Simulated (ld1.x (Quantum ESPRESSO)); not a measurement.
Mg: pseudopotential generation (part 2 of 2)

The same run, continued: magnesium (Mg, Z = 12), core [He], reference valence 2s2 2p6 3s2 3p0, valence charge 10. Method: ultrasoft potential, LDA (PZ), scalar-relativistic, made with ld1.x (Quantum ESPRESSO) 7.5.

### Output of the test run (extracts), continued
```
     ---------------------- Testing the pseudopotential ----------------------

     Mg
     scalar relativistic calculation

     atomic number is 12.00   valence charge is 10.00
     dft =PZ   lsd =1 sic =0 latt =0  beta=0.20 tr2=1.0E-14
     mesh =1129 r(mesh) = 100.99726 xmin = -7.00 dx = 0.01250

     n l     nl             e AE (Ry)        e PS (Ry)    De AE-PS (Ry)
     1 0     2S   1( 1.00)       -6.49524       -6.59813        0.10289  !
     2 1     2P   1( 3.00)       -4.10098       -4.19750        0.09652  !
     2 0     3S   1( 1.00)       -0.88168       -0.79032       -0.09136  !
     3 1     3P   1( 0.00)       -0.55459       -0.50758       -0.04701  !
     1 0     2S   2( 1.00)       -6.48586       -6.59354        0.10769  !
     2 1     2P   2( 3.00)       -4.08999       -4.19238        0.10238  !
     2 0     3S   2( 0.00)       -0.76552       -0.67589       -0.08963  !
     3 1     3P   2( 0.00)       -0.45424       -0.41152       -0.04272  !

     eps = 6.5E-15  iter = 17

     Etot =    -398.337281 Ry,    -199.168641 Ha,   -5419.654805 eV
     Etotps =  -131.841097 Ry,     -65.920548 Ha,   -1793.789503 eV
     dEtot_ae =       0.569851 Ry
     dEtot_ps =       0.511322 Ry,   Delta E=       0.058529 Ry

     Ekin =      23.656637 Ry,      11.828319 Ha,     321.864945 eV
     Encl =    -254.176680 Ry,    -127.088340 Ha,   -3458.249913 eV
     Ehrt =      89.300337 Ry,      44.650169 Ha,    1214.992986 eV
     Ecxc =     -24.779315 Ry,     -12.389657 Ha,    -337.139755 eV
     (Ecc =      -8.055511 Ry,      -4.027756 Ha,    -109.600817 eV)
     Epseu=      34.157924 Ry,      17.078962 Ha,     464.742233 eV

     ---------------------- End of pseudopotential test ----------------------

     ---------------------- Testing the pseudopotential ----------------------

     Mg
     scalar relativistic calculation

     atomic number is 12.00   valence charge is 10.00
     dft =PZ   lsd =1 sic =0 latt =0  beta=0.20 tr2=1.0E-14
     mesh =1129 r(mesh) = 100.99726 xmin = -7.00 dx = 0.01250

     n l     nl             e AE (Ry)        e PS (Ry)    De AE-PS (Ry)
     1 0     2S   1( 1.00)       -6.14271       -6.28222        0.13952  !
     2 1     2P   1( 3.00)       -3.74875       -3.88269        0.13394  !
     2 0     3S   1( 1.00)       -0.60535       -0.54481       -0.06054  !
     3 1     3P   1( 0.00)       -0.31381       -0.29581       -0.01801  !
     1 0     2S   2( 1.00)       -6.13860       -6.28023        0.14163  !
     2 1     2P   2( 3.00)       -3.74403       -3.88054        0.13651  !
     2 0     3S   2( 0.50)       -0.57154       -0.51367       -0.05787  !
     3 1     3P   2( 0.00)       -0.28823       -0.27271       -0.01552  !

     eps = 7.1E-15  iter = 20

     Etot =    -398.676710 Ry,    -199.338355 Ha,   -5424.272971 eV
     Etotps =  -132.144785 Ry,     -66.072392 Ha,   -1797.921391 eV
     dEtot_ae =       0.230422 Ry
     dEtot_ps =       0.207634 Ry,   Delta E=       0.022788 Ry

     Ekin =      24.181695 Ry,      12.090848 Ha,     329.008727 eV
     Encl =    -257.348865 Ry,    -128.674432 Ha,   -3501.409676 eV
     Ehrt =      92.142807 Ry,      46.071403 Ha,    1253.666750 eV
     Ecxc =     -24.951535 Ry,     -12.475768 Ha,    -339.482929 eV
     (Ecc =      -8.055511 Ry,      -4.027756 Ha,    -109.600817 eV)
     Epseu=      33.831113 Ry,      16.915556 Ha,     460.295737 eV

     ---------------------- End of pseudopotential test ----------------------
```

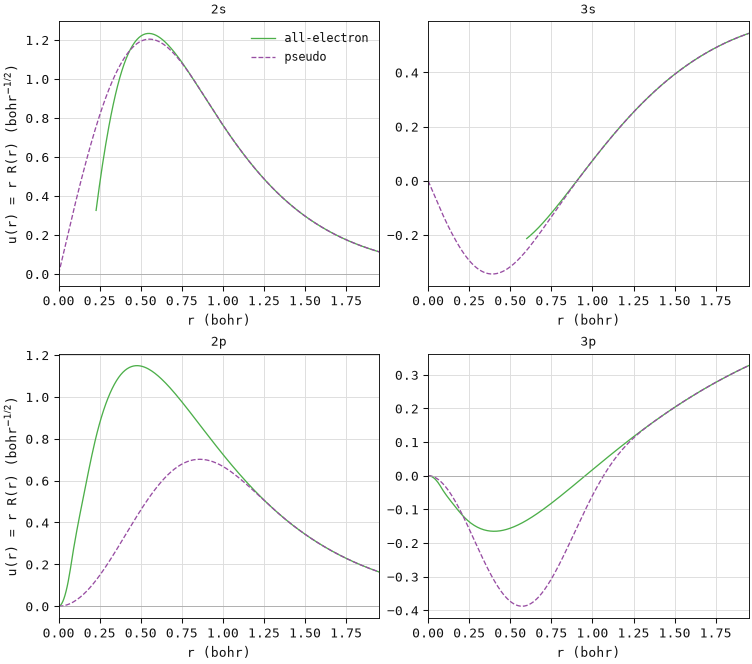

*Pseudo-waves (dashed) against the all-electron radial functions (solid). The innermost oscillations of some all-electron curves aren't drawn. Reference configuration 2s2 2p6 3s2 3p0.*

- Matching radii: 2s at 1.10 bohr; 3s at 1.10 bohr; 2p at 1.45 bohr; 3p at 1.45 bohr. The curves merge smoothly, so the plot gives these only roughly.
- Nodes of the pseudo-waves: 2s has no node; 3s has a node at about 0.9 bohr; 2p has no node; 3p has a node at about 1.1 bohr. A node in 3s and 3p is allowed, since a lower shell of the same l is also in the valence. The potential isn't sound: the pseudo-atom misses its own reference levels by up to 2.33 eV; its overlap operator has a negative eigenvalue, -0.057. In the spherical-Bessel test 2s stands at −7.776 Ry at the top cutoff of 400 Ry against −5.827 Ry all-electron and −5.998 Ry from the radial solver of ld1.x; 3s stands at −0.362 Ry at the top cutoff of 400 Ry against −0.352 Ry all-electron and −0.318 Ry from the radial solver of ld1.x. No cutoff can be given, and the search for ghost states has no verdict. The p channel couldn't be tested for ghost states or cutoffs, since the overlap operator isn't positive definite there.

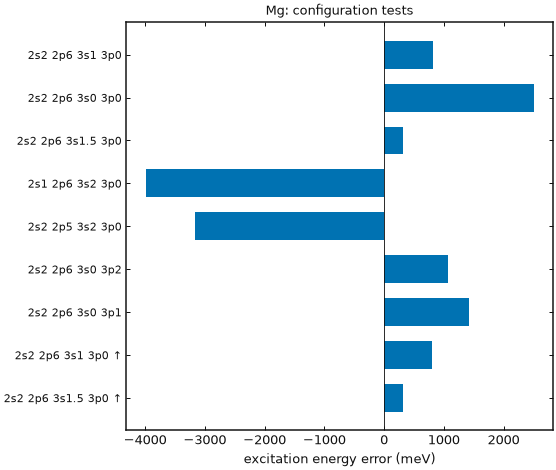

*Errors, all-electron minus pseudo, of the energies of valence configurations relative to the unpolarised reference 2s2 2p6 3s2 3p0. An arrow marks spin-polarised runs filled by Hund’s rule.*

- Worst configuration: 2s1 2p6 3s2 3p0 (charge +1): the error is -3993 meV on an all-electron energy of +90.91 eV relative to the reference, or 4.4 %. Note that the pseudo-atom misses its own reference levels by up to 2.33 eV.
- Errors in meV: 2s2 2p6 3s1 3p0: +815; 2s2 2p6 3s0 3p0: +2504; 2s2 2p6 3s1.5 3p0: +315; 2s1 2p6 3s2 3p0: -3993; 2s2 2p5 3s2 3p0: -3164; 2s2 2p6 3s0 3p2: +1065; 2s2 2p6 3s0 3p1: +1414; 2s2 2p6 3s1 3p0 ↑: +796; 2s2 2p6 3s1.5 3p0 ↑: +310. The potential isn't sound: its overlap operator has a negative eigenvalue, -0.057.

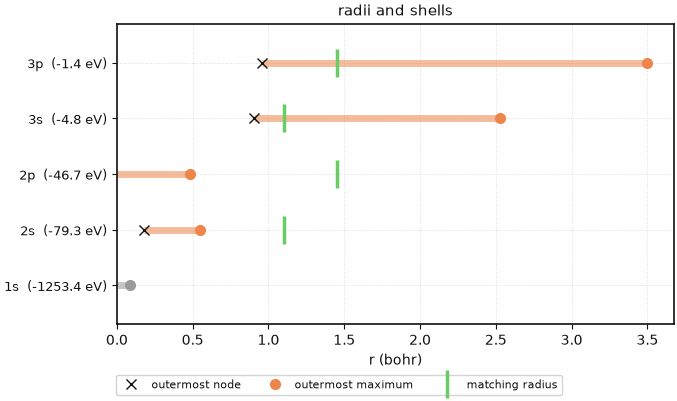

*Outer shells of the all-electron reference atom: each bar runs from the outermost node (or the nucleus) to the outermost maximum of u(r); the tick is the radius chosen for the pseudo-wave. Shells without a tick have no pseudo-wave of their own. Levels, nodes and maxima are from ld1.x, scalar-relativistic.*

- Radii against the shells: 2s: 1.10 bohr, outside the maximum; 2p: 1.45 bohr, outside the maximum; 3s: 1.10 bohr, between node and maximum; 3p: 1.45 bohr, between node and maximum.

### Key numbers

- outcome: generated, but the overlap operator is not positive, so unusable; the Bessel test doesn't meet the 2s level; the pseudo-atom misses its reference levels by up to 2.33 eV (2s)
- reference test: the pseudo-atom misses its own reference levels by up to 2.33 eV
- largest excitation error: -3993 meV (all-electron minus pseudo) for 2s1 2p6 3s2 3p0, out of 7 test configurations
- lowest eigenvalue of the overlap operator S in a Bessel basis (separate test): -0.057 (p channel); it is negative, so in a basis up to 400 Ry S is not positive definite
- range over which the phases arctan(r u′/u) at the test radius agree within 0.05 rad (a looser test near the poles than one of phase shifts): s: nowhere near the reference energy; p: nowhere near the reference energy; d: up to about 1.2 Ry
- wall time: 6.8 s

### Notes

An excitation error of 3993 meV in its own tests makes this a poorly transferable potential. In the spherical-Bessel test 2s stands at −7.776 Ry at the top cutoff of 400 Ry against −5.827 Ry all-electron and −5.998 Ry from the radial solver of ld1.x; 3s stands at −0.362 Ry at the top cutoff of 400 Ry against −0.352 Ry all-electron and −0.318 Ry from the radial solver of ld1.x. No cutoff can be given, and the search for ghost states has no verdict. The p channel couldn't be tested for ghost states or cutoffs, since the overlap operator isn't positive definite there.
